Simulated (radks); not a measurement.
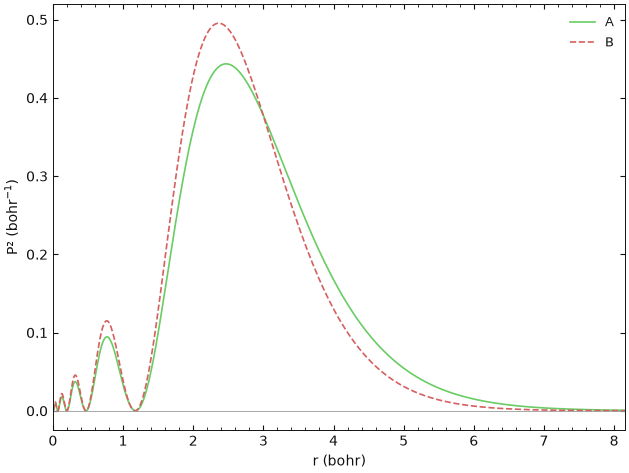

Two charge states of lead were computed: Pb²⁺ in [Xe] 4f14 5d10 6p2 (both spins equally filled); Pb⁺ in [Xe] 4f14 5d10 6s1 6p2 (6s: 1 up, 0 down, 6p: 1 up, 1 down). Theory: scalar-relativistic Kohn-Sham, PBE, spin-polarised, spherical densities, finite nucleus (computed with the in-house radial solver radks).

The plot shows P² of the 6p up orbital in both runs (large components where relativistic).

Q: Assign A and B.

Answer: A is Pb⁺ in [Xe] 4f14 5d10 6s1 6p2 (6s: 1 up, 0 down, 6p: 1 up, 1 down) (⟨r⟩ = 2.91 bohr, eigenvalue −11.0 eV); B is Pb²⁺ in [Xe] 4f14 5d10 6p2 (both spins equally filled) (⟨r⟩ = 2.70 bohr, eigenvalue −18.9 eV). Fewer electrons screen less, so the orbital shrinks.
